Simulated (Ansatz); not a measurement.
## Hyperfine shifts in Na4MgMn2O6 from spin-polarised DFT

Aim: the shifts that the unpaired electrons of Mn give to the NMR lines of 23Na, 25Mg and 17O in Na4MgMn2O6 at 330 K.

Program: Ansatz 0.2.0. Level of theory: DFT, r2SCAN, plane-wave PAW, default files (PAW set soft_2), collinear spin, scalar-relativistic. Results are calculated unless marked as measured.

## (1) Set-up

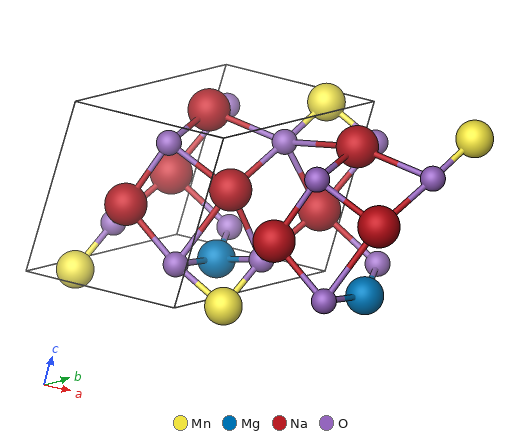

Start, viewed from a free direction; manganese yellow, magnesium blue, sodium red, oxygen purple. 2×1×1 cells are drawn.

The cell is a computed entry of the Materials Project; it need not be the form that is stable at ambient conditions. The atoms were relaxed beforehand at this level of theory at fixed cell, with all moments parallel.

## (2) Saturated spin state

With all Mn moments parallel, the spin density at each nucleus is that of the fully magnetised paramagnet.

Contents of input.yaml:

```yaml
crystal:
  lattice:
    - [5.4110919713, 0.0, 0.0]
    - [1.7011487283, 5.5443043836, 0.0]
    - [1.4308217335, 0.3234462828, 5.6421159528]
  atoms:
    - { symbol: Mn, position: [0.8052002542, 0.8808390647, 0.9794823201], spin: 4.0 }
    - { symbol: Mn, position: [0.2216702213, 0.0960865169, 0.0376954519], spin: 4.0 }
    - { symbol: Mg, position: [0.7859679449, 0.4428471021, 0.1468770143] }
    - { symbol: Na, position: [0.3643010525, 0.5594214559, 0.9076236482] }
    - { symbol: Na, position: [0.1136918508, 0.7047840082, 0.4501967935] }
    - { symbol: Na, position: [0.9021280396, 0.2692776863, 0.6153717998] }
    - { symbol: Na, position: [0.4837681577, 0.0255462157, 0.4927193583] }
    - { symbol: O, position: [0.5283807016, 0.1545776192, 0.8363518991] }
    - { symbol: O, position: [0.8601800305, 0.0786492754, 0.2090857591] }
    - { symbol: O, position: [0.1378959256, 0.9372704938, 0.8009911475] }
    - { symbol: O, position: [0.5231173659, 0.7666741644, 0.2075558465] }
    - { symbol: O, position: [0.1442601199, 0.3597005047, 0.2381919348] }
    - { symbol: O, position: [0.8685853154, 0.5927099226, 0.821250017] }
magnetization:
  spin_polarized: true
kpoints:
  mp_grid: { grid: [5, 4, 4] }
scf:
  lower_state_search: "off"
  occupations: { method: fermi_dirac, width: 0.02 }
hamiltonian:
  xc: r2scan
output:
  efg:
    contact_densities: true
    quadrupole_moments_barn: { Mn: 0.33, Mg: 0.1994, Na: 0.104, O: -0.02558 }
  forces: false
  write_density: true
  write_potential: true
  elf: true
  volumetric_format: npy
```

Launch:

```
ansatz run input.yaml --threads 4 --pin off --max-ram 8192MiB --backend cpu --events-out ev --progress --plain --runs-dir out
```

Numbers of over 12 decimals in the logs are rounded to 6 here.

Log:

```text
[a pick of lines, long numbers rounded; other set-up, energy and force rows are left out]
Functional definition: r2SCAN
Crystal: 13 atoms, lattice volume = 169.268 Å³
Basis set: ecut = 500 eV, 4301 PW (Γ), exchange–correlation on 160×180×180 points (64 copies of the dense FFT grid, shifted against one another)
Symmetry: 1 space group operations
Magnetic group: BNS 1.1 (UNI 1), of the structure as read, at distance tolerance 5.5e-5 Å
k-points: 42 of 80 (time reversal used)
Functional: x = r2scan, c = r2scan; τ floored in thin density (d = 2e-4 eV/Å³)
SCF iter   1: F=-19090.602099 eV  HF=-19112.375476 eV  |F-HF|=2.18e1  |Δ(HF+E_count)|=         —  Δρ=7.45e-2 (↑7.45e-2 ↓6.62e-2)  dr2=2.63e1  dr2_τ=7.84e-2  dr2_m=5.17e-1  M=8.000 μB ∫|m|=8.323 μB  β_m=0.30  ethr=3.10e-3  ⟨swp⟩=6.0  Hψ=21396  notcnv=0  defer=47
preconditioner: auto → Resta (q_TF=auto, 2.547 Å⁻¹)  ε∞=4.3  [insulator: Δε(μ)=0.565 eV  Ē_g=11.818 eV  σ=0.020 eV  W_gap=1.00  n_scr=50 (ndim 8)  ℏωp=21.4 eV  f_vac=0.011  D(μ)=0.00/eV (n_scr^D=0)  ε∞_Penn≈4.3]
SCF iter   2: F=-19108.322602 eV  HF=-19109.218612 eV  |F-HF|=8.96e-1  |Δ(HF+E_count)|=    3.16e0  Δρ=3.31e-2 (↑3.31e-2 ↓2.74e-2)  dr2=3.69e0  dr2_τ=1.13e-1  dr2_m=3.67e-1  M=8.000 μB ∫|m|=8.371 μB  β_m=1.20  ethr=3.10e-3  ⟨swp⟩=3.0  Hψ=13463  notcnv=0  defer=720
SCF iter   3: F=-19109.231675 eV  HF=-19109.104173 eV  |F-HF|=1.28e-1  |Δ(HF+E_count)|=   1.14e-1  Δρ=1.80e-2 (↑1.71e-2 ↓1.80e-2)  dr2=1.69e0  dr2_τ=2.55e-2  dr2_m=9.69e-3  M=8.000 μB ∫|m|=8.371 μB  β_m=1.20  ethr=3.10e-3  ⟨swp⟩=3.5  Hψ=11827  notcnv=0  defer=753  κ⁻¹=1.0e0(r=1)
SCF iter   4: F=-19109.484634 eV  HF=-19109.402296 eV  |F-HF|=8.23e-2  |Δ(HF+E_count)|=   2.98e-1  Δρ=1.09e-2 (↑1.09e-2 ↓9.97e-3)  dr2=6.89e-1  dr2_τ=7.78e-3  dr2_m=4.08e-3  M=8.000 μB ∫|m|=8.335 μB  β_m=1.20  ethr=1.51e-3  ⟨swp⟩=3.0  Hψ=9222  notcnv=0  defer=763  κ⁻¹=1.9e-1(r=2)
SCF iter   5: F=-19109.580691 eV  HF=-19109.562512 eV  |F-HF|=1.82e-2  |Δ(HF+E_count)|=   1.60e-1  Δρ=4.22e-3 (↑4.22e-3 ↓3.83e-3)  dr2=1.05e-1  dr2_τ=1.10e-3  dr2_m=2.58e-3  M=8.000 μB ∫|m|=8.310 μB  β_m=1.20  ethr=6.15e-4  ⟨swp⟩=2.4  Hψ=10563  notcnv=0  defer=739  κ⁻¹=4.7e-2(r=3)
SCF iter   6: F=-19109.585529 eV  HF=-19109.580258 eV  |F-HF|=5.27e-3  |Δ(HF+E_count)|=   1.77e-2  Δρ=2.98e-3 (↑2.96e-3 ↓2.98e-3)  dr2=4.40e-2  dr2_τ=6.25e-4  dr2_m=3.60e-5  M=8.000 μB ∫|m|=8.301 μB  β_m=1.20  ethr=9.33e-5  ⟨swp⟩=2.4  Hψ=6930  notcnv=0  defer=718  κ⁻¹=6.2e-3(r=4)
SCF iter   7: F=-19109.590827 eV  HF=-19109.586531 eV  |F-HF|=4.30e-3  |Δ(HF+E_count)|=   6.27e-3  Δρ=1.11e-3 (↑1.07e-3 ↓1.11e-3)  dr2=7.78e-3  dr2_τ=1.49e-4  dr2_m=7.25e-5  M=8.000 μB ∫|m|=8.295 μB  β_m=1.20  ethr=3.93e-5  ⟨swp⟩=2.1  Hψ=10976  notcnv=0  defer=714  κ⁻¹=2.1e-3(r=5)
SCF iter   8: F=-19109.591629 eV  HF=-19109.590284 eV  |F-HF|=1.35e-3  |Δ(HF+E_count)|=   3.75e-3  Δρ=6.53e-4 (↑6.53e-4 ↓6.41e-4)  dr2=2.30e-3  dr2_τ=5.04e-5  dr2_m=1.39e-5  M=8.000 μB ∫|m|=8.294 μB  β_m=1.20  ethr=6.94e-6  ⟨swp⟩=3.1  Hψ=11216  notcnv=0  defer=712  κ⁻¹=3.7e-4(r=6)
SCF iter   9: F=-19109.592177 eV  HF=-19109.592098 eV  |F-HF|=7.92e-5  |Δ(HF+E_count)|=   1.81e-3  Δρ=3.17e-4 (↑3.08e-4 ↓3.17e-4)  dr2=6.48e-4  dr2_τ=1.03e-5  dr2_m=4.55e-6  M=8.000 μB ∫|m|=8.294 μB  β_m=1.20  ethr=2.05e-6  ⟨swp⟩=2.0  Hψ=11176  notcnv=0  defer=712  κ⁻¹=8.9e-5(r=7)
SCF iter  10: F=-19109.592301 eV  HF=-19109.592251 eV  |F-HF|=4.92e-5  |Δ(HF+E_count)|=   1.53e-4  Δρ=1.54e-4 (↑1.54e-4 ↓1.43e-4)  dr2=1.18e-4  dr2_τ=1.66e-6  dr2_m=9.15e-7  M=8.000 μB ∫|m|=8.295 μB  β_m=1.20  ethr=5.78e-7  ⟨swp⟩=2.0  Hψ=11089  notcnv=0  defer=712  κ⁻¹=2.4e-5(r=8)
SCF iter  11: F=-19109.592337 eV  HF=-19109.592294 eV  |F-HF|=4.29e-5  |Δ(HF+E_count)|=   4.25e-5  Δρ=8.82e-5 (↑8.82e-5 ↓8.48e-5)  dr2=3.02e-5  dr2_τ=7.39e-7  dr2_m=2.33e-7  M=8.000 μB ∫|m|=8.296 μB  β_m=1.20  ethr=1.05e-7  ⟨swp⟩=2.0  Hψ=7422  notcnv=0  defer=709  κ⁻¹=1.7e-5(r=8)
SCF iter  12: F=-19109.592239 eV  HF=-19109.592229 eV  |F-HF|=1.02e-5  |Δ(HF+E_count)|=   6.47e-5  Δρ=4.64e-5 (↑4.55e-5 ↓4.64e-5)  dr2=1.33e-5  dr2_τ=2.03e-7  dr2_m=3.74e-8  M=8.000 μB ∫|m|=8.296 μB  β_m=1.20  ethr=2.70e-8  ⟨swp⟩=2.0  Hψ=10427  notcnv=0  defer=709  κ⁻¹=5.8e-6(r=8)
SCF iter  13: F=-19109.592242 eV  HF=-19109.592242 eV  |F-HF|=3.77e-7  |Δ(HF+E_count)|=   1.27e-5  Δρ=2.27e-5 (↑2.27e-5 ↓1.96e-5)  dr2=3.62e-6  dr2_τ=4.71e-8  dr2_m=7.77e-8  M=8.000 μB ∫|m|=8.296 μB  β_m=1.20  ethr=1.19e-8  ⟨swp⟩=2.0  Hψ=9876  notcnv=0  defer=709  κ⁻¹=2.2e-5(r=8)
SCF iter  14: F=-19109.592242 eV  HF=-19109.592242 eV  |F-HF|=1.39e-7  |Δ(HF+E_count)|=   1.17e-7  Δρ=9.55e-6 (↑9.55e-6 ↓9.34e-6)  dr2=4.10e-7  dr2_τ=8.97e-9  dr2_m=4.84e-9  M=8.000 μB ∫|m|=8.296 μB  β_m=1.20  ethr=3.23e-9  ⟨swp⟩=2.1  Hψ=8778  notcnv=0  defer=709  κ⁻¹=5.0e-6(r=8)
SCF iter  15: F=-19109.592242 eV  HF=-19109.592242 eV  |F-HF|=2.00e-7  |Δ(HF+E_count)|=   7.96e-8  Δρ=6.01e-6 (↑5.92e-6 ↓6.01e-6)  dr2=1.44e-7  dr2_τ=3.18e-9  dr2_m=7.88e-10  M=8.000 μB ∫|m|=8.296 μB  β_m=1.20  ethr=3.66e-10  ⟨swp⟩=2.0  Hψ=8339  notcnv=0  defer=709  κ⁻¹=1.6e-5(r=8)
SCF iter  16: F=-19109.592242 eV  HF=-19109.592242 eV  |F-HF|=4.01e-8  |Δ(HF+E_count)|=   1.95e-7  Δρ=3.17e-6 (↑3.17e-6 ↓3.04e-6)  dr2=6.09e-8  dr2_τ=6.71e-10  dr2_m=3.87e-10  M=8.000 μB ∫|m|=8.296 μB  ethr=8.93e-11  ⟨swp⟩=10.0  Hψ=21395  notcnv=0
SCF 1 converged in 16 iterations: F = -19109.592242 eV  dr2 = 6.09e-8
SCF converged after 16 iterations
Magnetization: 8.0000 μB (60.0000 up, 52.0000 down)
Absolute magnetization: 8.3153 μB (∫|ρ↑−ρ↓|, with the PAW one-centre terms)
Per-site moments (μB) at R_I (Å): [(3.189115, 0.788582), (3.158237, 0.774102), (0.00514433, 0.820613), (0.00296911, 0.935872), (0.000608892, 0.976718), (0.000592419, 0.942578), (0.00105294, 0.951949), (0.130918, 0.774102), (0.016096, 0.821497), (0.030648, 0.801110), (0.070851, 0.815931), (0.036619, 0.794501), (0.032376, 0.788582)]
Free energy (F): -19109.592242 eV
Fermi energy:    6.991782 eV
--- PAW observables at the nuclei: V_zz in 10²¹ V/m², potentials from the cell's mean, atoms counted from 1 ---
  atom   1  Mn V_zz =    +2.903116   η = 0.6897   by run symmetry: allowed   C_q = +23.1650 MHz
            electrostatic potential = -3024.752608 V   contact ρ = 87703.801626 e/Å³   contact ρ_s (e/Å³): all electrons -0.982722, valence +7.343704
  atom   2  Mn V_zz =    +5.020477   η = 0.1578   by run symmetry: allowed   C_q = +40.0602 MHz
            electrostatic potential = -3024.546396 V   contact ρ = 87704.408846 e/Å³   contact ρ_s (e/Å³): all electrons +0.388372, valence +8.671531
  atom   3  Mg V_zz =    -3.129966   η = 0.2778   by run symmetry: allowed   C_q = -15.0910 MHz
            electrostatic potential = -1101.923347 V   contact ρ = 7783.069686 e/Å³   contact ρ_s (e/Å³): all electrons +0.177365, valence +0.176959
  atom   4  Na V_zz =    -2.105551   η = 0.4591   by run symmetry: allowed   C_q = -5.2948 MHz
            electrostatic potential = -979.253071 V   contact ρ = 5893.232332 e/Å³   contact ρ_s (e/Å³): all electrons +0.099311, valence +0.094536
  atom   5  Na V_zz =    +1.502136   η = 0.9674   by run symmetry: allowed   C_q = +3.7774 MHz
            electrostatic potential = -978.752669 V   contact ρ = 5892.802004 e/Å³   contact ρ_s (e/Å³): all electrons +0.023170, valence +0.021208
  atom   6  Na V_zz =    +1.249844   η = 0.8427   by run symmetry: allowed   C_q = +3.1430 MHz
            electrostatic potential = -979.137931 V   contact ρ = 5893.305036 e/Å³   contact ρ_s (e/Å³): all electrons +0.025396, valence +0.023523
  atom   7  Na V_zz =    +2.265631   η = 0.9471   by run symmetry: allowed   C_q = +5.6974 MHz
            electrostatic potential = -979.306824 V   contact ρ = 5893.057062 e/Å³   contact ρ_s (e/Å³): all electrons +0.088984, valence +0.082484
  atom   8  O  V_zz =    -4.950503   η = 0.8414   by run symmetry: allowed   C_q = +3.0620 MHz
            electrostatic potential = -621.248942 V   contact ρ = 2152.029014 e/Å³   contact ρ_s (e/Å³): all electrons +0.918359, valence +1.163994
  atom   9  O  V_zz =    -1.977302   η = 0.7450   by run symmetry: allowed   C_q = +1.2230 MHz
            electrostatic potential = -620.602303 V   contact ρ = 2151.832032 e/Å³   contact ρ_s (e/Å³): all electrons +0.265622, valence +0.289345
  atom  10  O  V_zz =    -4.366193   η = 0.5842   by run symmetry: allowed   C_q = +2.7006 MHz
            electrostatic potential = -620.848928 V   contact ρ = 2151.840542 e/Å³   contact ρ_s (e/Å³): all electrons +0.214519, valence +0.276484
  atom  11  O  V_zz =    -5.587539   η = 0.3198   by run symmetry: allowed   C_q = +3.4560 MHz
            electrostatic potential = -620.982433 V   contact ρ = 2151.914810 e/Å³   contact ρ_s (e/Å³): all electrons +0.753079, valence +0.867069
  atom  12  O  V_zz =    +5.394505   η = 0.8144   by run symmetry: allowed   C_q = -3.3366 MHz
            electrostatic potential = -621.289498 V   contact ρ = 2151.851165 e/Å³   contact ρ_s (e/Å³): all electrons +0.209823, valence +0.282367
  atom  13  O  V_zz =    +5.219605   η = 0.5749   by run symmetry: allowed   C_q = -3.2284 MHz
            electrostatic potential = -621.366527 V   contact ρ = 2151.826644 e/Å³   contact ρ_s (e/Å³): all electrons +0.215014, valence +0.278192
--- Band table (eV; the first three rows and the last of 84) ---
  k-point 0 ↑: bands = ["-78.6491", "-78.4634", "-71.0147", "-47.2699", "-46.9902", "-46.8548", "-46.7791", "-46.2388", "-46.0617", "-46.0363", "-45.9756", "-45.9014", "-45.8876", "-36.1735", "-36.1575", "-36.0631", "-17.7530", "-17.7081", "-17.6579", "-17.5035", "-17.4280", "-17.4166", "-17.3413", "-17.3060", "-17.2766", "-17.2536", "-17.2184", "-17.1674", "-13.0796", "-12.2990", "-12.1225", "-11.9643", "-11.7203",  [...]
  k-point 1 ↑: bands = ["-78.6491", "-78.4634", "-71.0147", "-47.2699", "-46.9902", "-46.8548", "-46.7792", "-46.2388", "-46.0617", "-46.0363", "-45.9756", "-45.9014", "-45.8876", "-36.1735", "-36.1575", "-36.0631", "-17.7532", "-17.7078", "-17.6575", "-17.5036", "-17.4279", "-17.4165", "-17.3429", "-17.3071", "-17.2752", "-17.2540", "-17.2191", "-17.1689", "-13.0380", "-12.3175", "-12.1241", "-11.9723", "-11.7187",  [...]
  k-point 2 ↑: bands = ["-78.6491", "-78.4634", "-71.0147", "-47.2699", "-46.9902", "-46.8548", "-46.7792", "-46.2388", "-46.0617", "-46.0362", "-45.9756", "-45.9014", "-45.8876", "-36.1735", "-36.1575", "-36.0631", "-17.7533", "-17.7076", "-17.6571", "-17.5037", "-17.4277", "-17.4164", "-17.3447", "-17.3081", "-17.2737", "-17.2544", "-17.2197", "-17.1704", "-12.9921", "-12.3415", "-12.1247", "-11.9806", "-11.7167",  [...]
  k-point 41 ↓: bands = ["-73.4615", "-73.2772", "-71.0107", "-47.2700", "-46.9905", "-46.8525", "-46.7791", "-41.2593", "-41.1286", "-41.0964", "-40.9879", "-40.4588", "-40.1904", "-36.1667", "-36.1513", "-36.0563", "-17.7523", "-17.7059", "-17.6578", "-17.4989", "-17.4313", "-17.4158", "-17.3394", "-17.3077", "-17.2713", "-17.2542", "-17.2204", "-17.1630", "-12.8180", "-12.2259", "-12.0850", "-11.7455", "-11.6370", [...]
```

The job ended after 87 s (4 threads of Arm Neoverse V2, shared host; peak memory 1.5 GiB; 5.7 min of CPU time).

The cell holds 8.00 μB on 2 Mn, so S = 2.00. The contact field is B = (2μ₀/3) μB ρ_s, 7.769 T for 1 e/Å³, and A_iso = γB/(2πS) sums over all ions. The valence part leaves out the polarisation of the shells that the files keep in the core (H has none; for Li and Na most or all inner electrons count as valence):

| site | atom | atoms in cell | links to Mn | field (T) | valence part (T) | A_iso (MHz) |
| --- | --- | --- | --- | --- | --- | --- |
| Na(1) | 4 | 1 | 5 Mn through links of 76° (2), 87 to 95° (4), 99° (2) and 131° (1) | 0.772 | 0.734 | 4.35 |
| Na(2) | 5 | 1 | 6 Mn through links of 82 to 89° (3), 95 to 99° (2) and 167 to 170° (3) | 0.180 | 0.165 | 1.01 |
| Na(3) | 6 | 1 | 6 Mn through links of 84 to 92° (3), 99° (1), 110° (1) and 166 to 173° (3) | 0.197 | 0.183 | 1.11 |
| Na(4) | 7 | 1 | 6 Mn through links of 84 to 92° (3), 93 to 98° (3), 108° (1) and 164 to 166° (2) | 0.691 | 0.641 | 3.90 |
| Mg | 3 | 1 | 4 Mn through links of 81 to 85° (4), 120° (1) and 144° (1) | 1.38 | 1.37 | -1.80 |
| O(1) | 8 | 1 | bonded to 2 Mn at 1.88 to 2.09 Å | 7.14 | 9.04 | -20.6 |
| O(2) | 9 | 1 | bonded to 2 Mn at 1.99 Å | 2.06 | 2.25 | -5.96 |
| O(3) | 10 | 1 | bonded to 2 Mn at 1.94 to 1.96 Å | 1.67 | 2.15 | -4.81 |
| O(4) | 11 | 1 | bonded to 2 Mn at 1.98 to 2.40 Å | 5.85 | 6.74 | -16.9 |
| O(5) | 12 | 1 | bonded to 1 Mn at 1.93 Å | 1.63 | 2.19 | -4.71 |
| O(6) | 13 | 1 | bonded to 1 Mn at 1.91 Å | 1.67 | 2.16 | -4.82 |

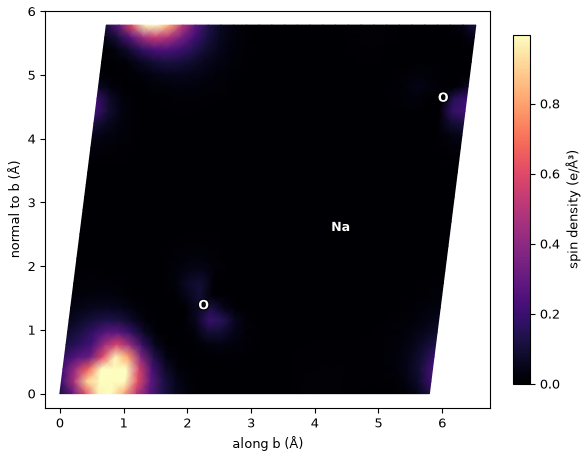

Spin density in the bc plane at fractional x = 0.114, with atoms of Na and O within 0.2 Å of it.

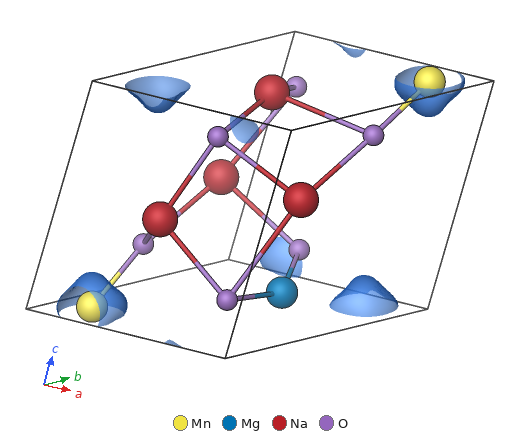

Surface of spin density = 0.44 e/Å³, which holds about 70 % of the integral of its size.

## (3) Spin flips

Above the ordering point the moments are not free: their couplings set the Weiss constant, which scales every shift. Reversing one ion measures these couplings, and shows at once how much of each shift that ion sends.

input.yaml, as its differences from that of step 2:

```diff
@@ -6,4 +6,4 @@
   atoms:
-    - { symbol: Mn, position: [0.8052002542, 0.8808390647, 0.9794823201], spin: 4.0 }
-    - { symbol: Mn, position: [0.2216702213, 0.0960865169, 0.0376954519], spin: 4.0 }
+    - { symbol: Mn, position: [0.8052002542, 0.8808390647, 0.9794823201], spin: -3.2 }
+    - { symbol: Mn, position: [0.2216702213, 0.0960865169, 0.0376954519], spin: 3.2 }
     - { symbol: Mg, position: [0.7859679449, 0.4428471021, 0.1468770143] }
@@ -33,5 +33 @@
   forces: false
-  write_density: true
-  write_potential: true
-  elf: true
-  volumetric_format: npy
```

Log:

```text
[a pick of lines, long numbers rounded; other set-up, energy and force rows are left out]
[...]
atom   1  Mn V_zz =    +2.975082   η = 0.4569   by run symmetry: allowed   C_q = +23.7393 MHz
[...]
atom   2  Mn V_zz =    +4.620583   η = 0.3378   by run symmetry: allowed   C_q = +36.8693 MHz
[...]
atom   3  Mg V_zz =    -3.134337   η = 0.2652   by run symmetry: allowed   C_q = -15.1121 MHz
[...]
atom   4  Na V_zz =    -2.095455   η = 0.4653   by run symmetry: allowed   C_q = -5.2695 MHz
[...]
atom   5  Na V_zz =    +1.509924   η = 0.9628   by run symmetry: allowed   C_q = +3.7970 MHz
[...]
atom   6  Na V_zz =    +1.257239   η = 0.8465   by run symmetry: allowed   C_q = +3.1616 MHz
[...]
atom   7  Na V_zz =    +2.250424   η = 0.9533   by run symmetry: allowed   C_q = +5.6592 MHz
[...]
atom   8  O  V_zz =    -5.209327   η = 0.4891   by run symmetry: allowed   C_q = +3.2221 MHz
[...]
atom   9  O  V_zz =    -2.001591   η = 0.7177   by run symmetry: allowed   C_q = +1.2380 MHz
[...]
atom  10  O  V_zz =    -4.027350   η = 0.7190   by run symmetry: allowed   C_q = +2.4910 MHz
[...]
atom  11  O  V_zz =    -5.762227   η = 0.2487   by run symmetry: allowed   C_q = +3.5641 MHz
[...]
atom  12  O  V_zz =    +5.292240   η = 0.8554   by run symmetry: allowed   C_q = -3.2734 MHz
[...]
atom  13  O  V_zz =    +5.114626   η = 0.6024   by run symmetry: allowed   C_q = -3.1635 MHz
[...]
```

Run time: 75 s. Hardware: 4 threads; peak memory 1.5 GiB; 4.8 min of CPU time.

[end of part 1 of 2]

[Logs are printed without paths, hosts, clocks, repeated set-up lines and the standing remarks that a program may print on its own settings, such as how far it seeks lower states.]

[Hosts, paths, dates, database ids (printed as entryN), source tags and the programs' standing remarks are cut or masked in the printed files.]
